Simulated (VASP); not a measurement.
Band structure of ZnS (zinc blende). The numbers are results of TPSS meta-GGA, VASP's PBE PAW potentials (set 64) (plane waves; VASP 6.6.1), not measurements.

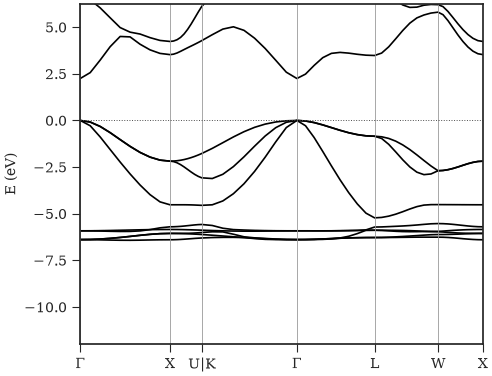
*Bands along high-symmetry lines, zero at the valence-band maximum or, without a gap, the Fermi level*

Read the plot: is there a gap, and where are the band edges?

The gap is direct, 2.25 eV, from the valence maximum at Γ to the conduction minimum at Γ.

Measured: gap 3.94 eV (computed value off by -1.69 eV), as given by Wei Chen et al., Physical Review Materials (2018), doi:10.1103/physrevmaterials.2.073803 [zero-point renormalisation of 0.1 eV added back (the table's ZPR column)].

The compound is ZnS in the zinc blende structure. It was relaxed first.
